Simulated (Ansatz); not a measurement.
# GeHF3 (SMILES [F][GeH]([F])[F]): HF/3-21G

What is the vertical electron affinity of GeHF3 at HF/3-21G? 

The results are computed with Ansatz 0.2.0.

48 further runs of the same task are left out: 48 set aside as unsound or not needed. Runs told in other sessions of the task aren't counted.

### 1 Starting point

GeHF3: 5 atoms, total charge 0, spin state singlet. As SMILES, `[F][GeH]([F])[F]`. The coordinates come from a PBE0-D4/def2-TZVP relaxation.

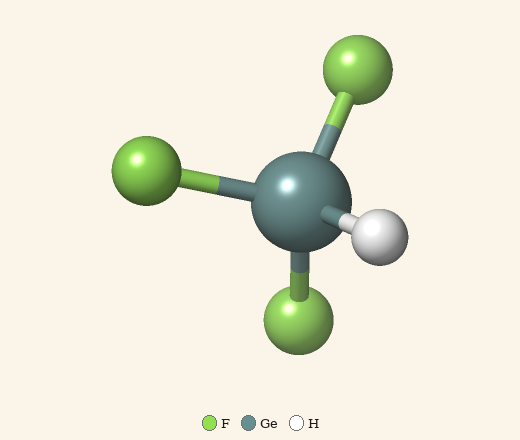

Viewed from a chosen angle; fluorine green, germanium teal, hydrogen white.

### 2 A single-point energy at HF/3-21G

The input, in.yaml:

```yaml
crystal:
  periodic: [false, false, false]
  atoms:
    - {symbol: F, position_ang: [-0.249800, -0.734100, 1.483000]}
    - {symbol: Ge, position_ang: [0.095600, -0.008700, -0.023300]}
    - {symbol: F, position_ang: [-0.673100, 1.515700, -0.011300]}
    - {symbol: F, position_ang: [-0.708100, -0.944000, -1.204000]}
    - {symbol: H, position_ang: [1.585200, 0.097300, -0.285700]}
basis:
  gaussian:
    orbitals: 3-21G-spherical.json
magnetization:
  spin_polarized: false
hamiltonian:
  xc: hf
accuracy: high
output: {orbitals: {seedname: orbitals}}
```

The basis set 3-21G is read from a file made from the Basis Set Exchange's data (not shown).

Launch:

```console
$ ansatz run in.yaml --threads 1 --pin off --max-ram 3480MiB --events-out events.jsonl --progress --plain --runs-dir runs
```

Standard output:

```text
Warning: RAYON_NUM_THREADS=1 ignored (pool sized by the plan → 1); use --threads N
Functional definition: HF
  name "HF"
  exchange = exact_x
  correlation = 0
913 factors; integrals over basis functions are off by at most 5.2e-9 eV
mean field evaluation 1: about -64291.4642 eV, gradient 4.0e1 eV
mean field evaluation 2: about -64291.6356 eV, gradient 4.1e1 eV
mean field evaluation 4: about -64294.6352 eV, gradient 1.9e0 eV
mean field evaluation 8: about -64294.6702 eV, gradient 7.5e-2 eV
mean field evaluation 16: about -64294.6702 eV, gradient 2.7e-8 eV
mean field -64294.67021264 eV, -2362.7855498217 hartree, gradient 2.7e-8 eV, S^2 0.000000; 0 other end points of the search recorded, 0 dependent functions left out
reference -64294.67021264 eV, -2362.7855498217 hartree; 30, 30 occupied and 21, 21 virtual orbitals, 913 factors
Total energy: -64294.67021264 eV, -2362.7855498217 hartree
```

Run time: 0.6 s. Hardware: 1 thread of Arm Neoverse V1, shared host; peak memory 0.11 GiB.

### 3 The doublet anion, same level

The input, molecule.yaml:

```yaml
crystal:
  periodic: [false, false, false]
  atoms:
    - {symbol: F, position_ang: [-0.249800, -0.734100, 1.483000]}
    - {symbol: Ge, position_ang: [0.095600, -0.008700, -0.023300]}
    - {symbol: F, position_ang: [-0.673100, 1.515700, -0.011300]}
    - {symbol: F, position_ang: [-0.708100, -0.944000, -1.204000]}
    - {symbol: H, position_ang: [1.585200, 0.097300, -0.285700]}
basis:
  gaussian:
    orbitals: 3-21G-spherical.json
total_charge: -1
magnetization:
  spin_polarized: true
  initial_magnetization: 1
hamiltonian:
  xc: hf
accuracy: high
output:
  orbitals: {seedname: orbitals}
```

The basis set 3-21G is read from a file made from the Basis Set Exchange's data (not shown).

Launch:

```console
$ ansatz run molecule.yaml --threads 1 --pin off --max-ram 3480MiB --events-out events.jsonl --progress --plain --runs-dir runs
```

Standard output:

```text
Warning: RAYON_NUM_THREADS=1 ignored (pool sized by the plan → 1); use --threads N
[... 4 set-up lines as earlier in the session ...]
914 factors; integrals over basis functions are off by at most 5.2e-9 eV
mean field evaluation 1: about -64290.0381 eV, gradient 1.2e1 eV
mean field evaluation 2: about -64290.0768 eV, gradient 1.2e1 eV
mean field evaluation 4: about -64290.8868 eV, gradient 1.1e0 eV
mean field evaluation 8: about -64290.8977 eV, gradient 8.7e-4 eV
mean field evaluation 16: about -64290.5887 eV, gradient 2.0e0 eV
mean field evaluation 32: about -64290.0766 eV, gradient 5.6e-1 eV
mean field evaluation 64: about -64290.0376 eV, gradient 1.5e0 eV
mean field -64290.89770544 eV, -2362.6469127393 hartree, gradient 6.2e-8 eV, S^2 0.759907; 2 other end points of the search recorded, 0 dependent functions left out
reference -64290.89770544 eV, -2362.6469127393 hartree; 31, 30 occupied and 20, 21 virtual orbitals, 914 factors
Total energy: -64290.89770544 eV, -2362.6469127393 hartree
```

It took 1.9 s on 1 thread of Arm Neoverse V1, shared host; peak memory 0.15 GiB.

### 4 Results

At HF/3-21G:

```
                                         quantity           value
                      singlet GeHF3: total energy  -2362.78555 Eh
                       singlet GeHF3: HOMO energy       -15.15 eV
                       singlet GeHF3: LUMO energy         4.16 eV
                     singlet GeHF3: HOMO–LUMO gap        19.32 eV
                      doublet anion: total energy  -2362.64691 Eh
doublet anion: HOMO energy (highest over α and β)         3.37 eV
 doublet anion: LUMO energy (lowest over α and β)        10.67 eV
                              doublet anion: ⟨S²⟩           0.760
vertical electron affinity (to the doublet anion)       -3.773 eV
```

**Reading.** The anion lies 3.77 eV (87 kcal/mol) above the neutral: the electron isn't bound at this level, and such a value depends on the basis. Without diffuse functions anions come out too high. Hartree–Fock misses the correlation that binds many anions. The HOMO (doublet anion) lies at positive energy, 3.37 eV: the electron is unbound at this level or held by a compact basis; values depend on the basis.
